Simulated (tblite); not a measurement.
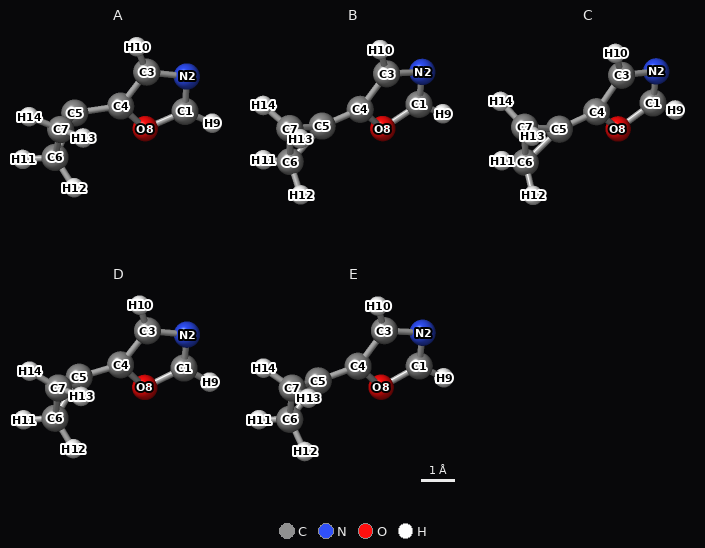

5 geometries from one relaxation of C6H6NO (multiplicity 2), in shuffled order. Style: ball-and-stick. Shown from a free direction.

All numbers below come from GFN2-xTB geometry optimisation, gas phase in tblite 0.8.0. 

Order the frames from highest to lowest energy.

A, D, E, B, C. They are steps 0, 9, 17, 24, 58, at +21.8 kcal/mol, +4.96 kcal/mol, +2.94 kcal/mol, +0.86 kcal/mol relative to the last. The largest move after the best rigid fit is that of C5, 0.74 Å. By element the largest moves are C 0.74 Å, H 0.69 Å, N 0.22 Å, O 0.11 Å. Some distances before and after: C4–C5 1.467 → 1.351 Å, C4–O8 1.324 → 1.380 Å, C1–N2 1.348 → 1.298 Å, C5–C7 1.495 → 1.458 Å. Bond angles that change, for instance: C4–C5–C6 122.8° → 149.6°, C4–C5–C7 122.7° → 147.7°, O8–C1–H9 126.2° → 118.8°. Over 58 geometry steps the energy falls by 21.8 kcal/mol. Cost: 0.31 s on 1 thread of Arm Neoverse V1 (shared host).
